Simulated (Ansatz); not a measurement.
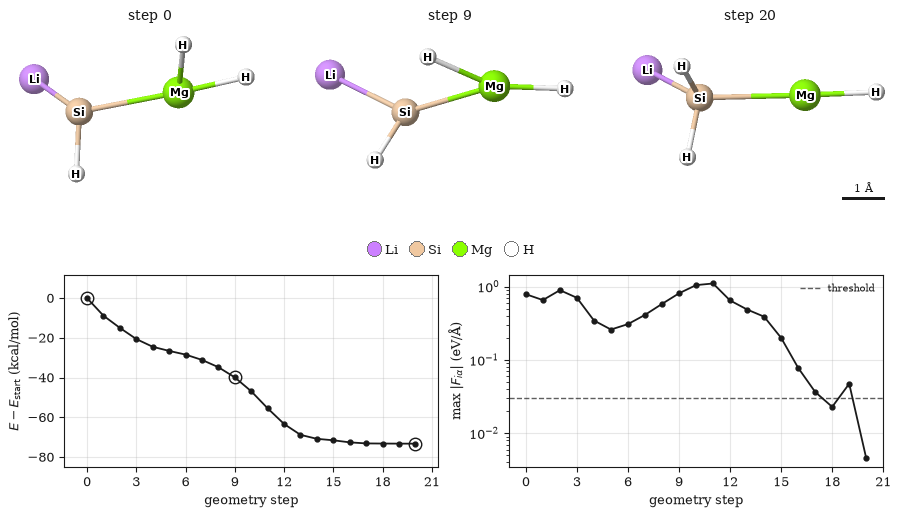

Frames of a relaxation of LiMgSiH$_{3}$, marked on the history of the run. Style: ball-and-stick. Shown at a tilt.

It is one of the separated reactants of a reaction.

Level of theory: Ansatz, RKS PBE-D4/def2-SVP. (force threshold 0.03 eV/Å; at most 250 steps)

Question: What happens along the run?

Answer: The atom that moves furthest after the best rigid fit is an H atom (2.56 Å). Largest moves by element: H 2.56 Å, Mg 0.68 Å, Si 0.66 Å, Li 0.51 Å. Among the contacts that change: H–Si 3.590 → 1.531 Å, H–Mg 1.720 → 3.241 Å, H–Si 1.513 → 1.531 Å, Mg–Si 2.551 → 2.567 Å. New bonds form: H–Si (3.59 → 1.53 Å). Bonds break: H–Mg (1.72 → 3.24 Å). Over 20 geometry steps the energy falls by 73.3 kcal/mol. The largest force component goes from 0.79 to 0.0046 eV/Å. The forces were under the threshold at step 18, but the run went on from there. The run took 26 s on 2 threads of Arm Neoverse V2, on a shared host. From step 0 to 9: an H atom moves most (1.42 Å), energy −39.9 kcal/mol. From step 9 to 20: an H atom moves most (1.16 Å), energy −33.4 kcal/mol.

```tsv
step	E − E(0), kcal/mol	largest force component, eV/Å
0	0.00	0.7865
1	-8.86	0.6547
2	-15.00	0.8933
3	-20.63	0.7029
4	-24.52	0.3446
5	-26.60	0.2596
6	-28.45	0.3077
7	-31.13	0.4112
8	-34.80	0.5804
9	-39.93	0.8095
10	-46.91	1.0473
11	-55.49	1.1020
12	-63.38	0.6465
13	-68.85	0.4868
14	-70.86	0.3885
15	-71.59	0.1998
16	-72.63	0.0779
17	-73.16	0.0365
18	-73.23	0.0229
19	-73.27	0.0473
20	-73.29	0.0046
```
